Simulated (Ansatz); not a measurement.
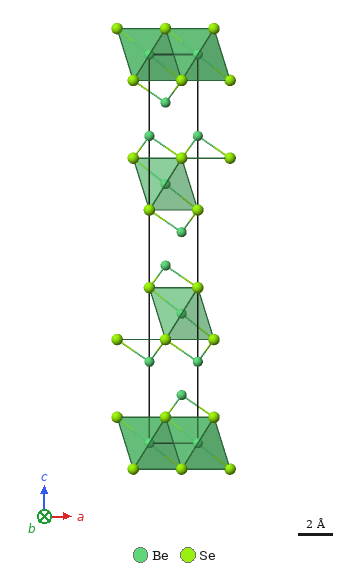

This is the input geometry for a relaxation of crystalline Be₃Se₂ (built on the tetradymite_166 type). A polyhedral model of the conventional cell (3 times the calculation's cell), seen along the b axis. Lengths and directions refer to the drawn axes.

Case: tetradymite type (R-3m, No. 166).

Computed with DFT PBE, scalar-relativistic, plane waves, PAW in Ansatz.

The input:
```yaml
crystal:
  lattice:
    - [1.6794479991, 0.9696297543, 7.7850933851]
    - [-1.6794479991, 0.9696297543, 7.7850933851]
    - [0.0, -1.9392595087, 7.7850933851]
  atoms:
    - { symbol: Be, position: [0.0, 0.0, 0.0] }
    - { symbol: Be, position: [0.2095, 0.2095, 0.2095] }
    - { symbol: Be, position: [0.7905, 0.7905, 0.7905] }
    - { symbol: Se, position: [0.4, 0.4, 0.4] }
    - { symbol: Se, position: [0.6, 0.6, 0.6] }
basis:
  ecutwfc: 420
kpoints:
  mp_grid: { grid: [12, 12, 12] }
hamiltonian:
  xc: pbe
scf:
  occupations: { method: gaussian, width: 0.01 }
output:
  forces: true
  stress: true
  eigenvalues: true
relax:
  adjacent_minimum: "off"
  f_tol: 0.01
  max_steps: 80
  cell: { stress_tol: 0.05 }
```

Run as
```bash
ansatz run input.yaml --threads 1 --pin off --max-ram 2560MiB --backend cpu --events-out ev --progress --plain --runs-dir out
```

**What does the optimiser find from here?**

After 5 accepted moves (6 points after the start) the energy has fallen by 0.198 eV per cell of the calculation. The largest force component goes from 0.15 to 0.0034 eV/Å. Pressure: −2.11 GPa at the start and −0.02 GPa at the end. At 1 point the geometry stayed and the basis and grid were re-selected for the new cell (energy shift of 0.3 meV per cell of the calculation at most each time). The largest moves relative to the cell, 0.079 Å, are those of Be2 and Be3. Be2 goes along −c. Largest moves by element: Be 0.079 Å, Se 0.038 Å. Cell: a = b 3.359 → 3.410 Å (+1.5 %), c 23.355 → 21.418 Å (−8.3 %). Volume −5.5 %. Some distances before and after: Be1–Se4 2.487 → 2.455 Å, Be2–Se5 2.354 → 2.341 Å. Among the angles between lasting bonds that change: Se4–Be1–Se4 85.0° → 88.0°, Be1–Se4–Be1 85.0° → 88.0°, Se4–Be1–Se5 95.0° → 92.0°. The space group stays R-3m (No. 166).

Step by step:

| step | E − E(0), meV/atom | largest force component, eV/Å | pressure, GPa | volume, Å³/atom | note |
| --- | --- | --- | --- | --- | --- |
| 0 | 0.00 | 0.1467 | -2.11 | 15.213 |  |
| 1 | -30.89 | 0.1495 | -1.22 | 14.844 |  |
| 2 | -33.80 | 0.3540 | 1.01 | 14.042 |  |
| 3 | -39.42 | 0.0778 | 0.41 | 14.326 |  |
| 4 | -39.68 | 0.0093 | -0.15 | 14.402 |  |
| 5 | -39.69 | 0.0033 | -0.02 | 14.382 |  |
| 6 | -39.64 | 0.0034 | -0.02 | 14.382 | same geometry, new basis |

Final geometry:

```
CELL_PARAMETERS angstrom
1.70517 0.98448 7.13940
-1.70517 0.98448 7.13940
0.00000 -1.96896 7.13940
ATOMIC_POSITIONS crystal
Be 0.00000 0.00000 0.00000
Be 0.20580 0.20580 0.20580
Be 0.79420 0.79420 0.79420
Se 0.40176 0.40176 0.40176
Se 0.59824 0.59824 0.59824
```

The end point in the same view:

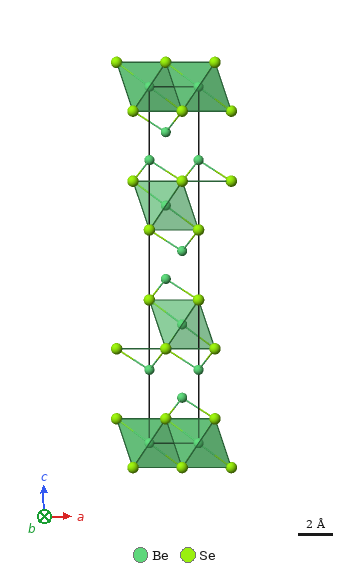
